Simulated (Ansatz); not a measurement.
# BH3···H5NSi: what the fields show

Input

```
crystal:
  periodic: [false, false, false]
  atoms:
    - { symbol: B, position_ang: [0.0, 0.0, 0.0] }
    - { symbol: H, position_ang: [0.0, 0.0, 1.54] }
    - { symbol: H, position_ang: [1.0305, 0.0, -0.595] }
    - { symbol: H, position_ang: [-1.0305, 0.0, -0.595] }
    - { symbol: "N", position_ang: [0.0773, -1.7539, 0.5833] }
    - { symbol: H, position_ang: [-0.441, -2.5119, 0.0539] }
    - { symbol: Si, position_ang: [1.0434, -2.1779, 2.0663] }
    - { symbol: H, position_ang: [1.2276, -3.6248, 2.1308] }
    - { symbol: H, position_ang: [2.3474, -1.5244, 2.0018] }
    - { symbol: H, position_ang: [0.3313, -1.7252, 3.2578] }
    - { symbol: H, position_ang: [0.0395, -0.8969, 1.5631] }
basis:
  gaussian: { orbitals: def2-SVP }
hamiltonian:
  xc: pbe0
  dispersion: d4
relax:
  f_tol: 0.15
  max_steps: 25
  restrain:
    - { distance: [0, 4], at: 2.75, k: 30.0 }
    - { distance: [10, 1], at: 1.86, k: 30.0 }
    - { distance: [0, 1], at: 1.19, k: 30.0 }
    - { distance: [10, 4], at: 1.06, k: 30.0 }
output:
  orbitals: {}
```

Run with:

```sh
ansatz run input.yaml --threads 2 --pin off --max-ram 3072MiB --backend cpu --events-out ev --progress --plain --runs-dir out
```

The fields are those of the run's last geometry, not of the input's.

Not at a stationary point (largest force 1.2 eV/Å).

All numbers below come from RKS PBE0-D4/def2-SVP in Ansatz.

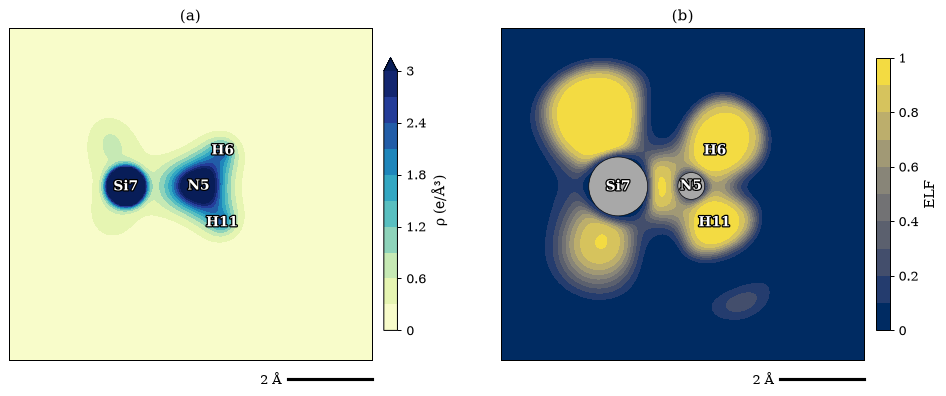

Figure 1. (a) electron density; (b) ELF on the plane of atoms Si7, N5 and H11. Grey discs cover the atomic cores in the ELF map.

### What do the fields say about this system?

The section cuts through N, H and Si sites.
Si–N (1.74 Å): ρ is about 1 e/Å³ halfway; the ELF peaks at about 0.90 between the atoms (a polar covalent bond).
N–H (1.01 Å): ρ is about 2.8 e/Å³ halfway; the ELF climbs to about 1 towards the hydrogen, as it does in any bond to H; an ordinary covalent bond to hydrogen.

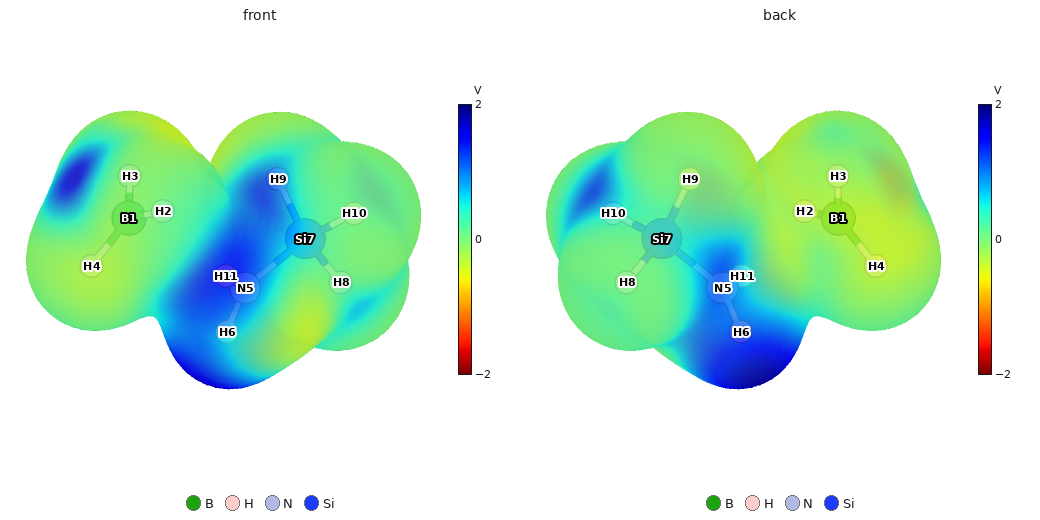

Figure 2. The electrostatic potential painted on the density surface at 0.002 e/bohr³, seen from the front and from behind; red is negative and blue positive.

### Describe the electrostatic potential map.

The most negative region (about −0.5 V, or −12 kcal/mol for a unit charge) lies over N5, the most positive (about +1.9 V, or +44 kcal/mol for a unit charge) over H6.

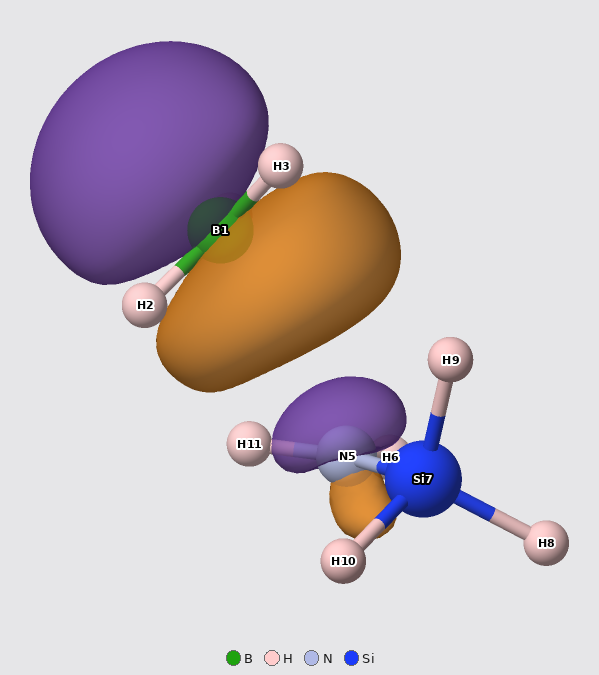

Figure 3. The LUMO at ±0.1 Å⁻³ᐟ² (orange and purple are the two phases), seen at an oblique angle.

### Where does this orbital lie, and at what energy?

Its weight (Hirshfeld) is mainly on B1 (about 65 %), H4 (about 5 %), H3 (about 5 %), N5 (about 5 %) and H2 (about 5 %). Its energy is −1.29 eV.
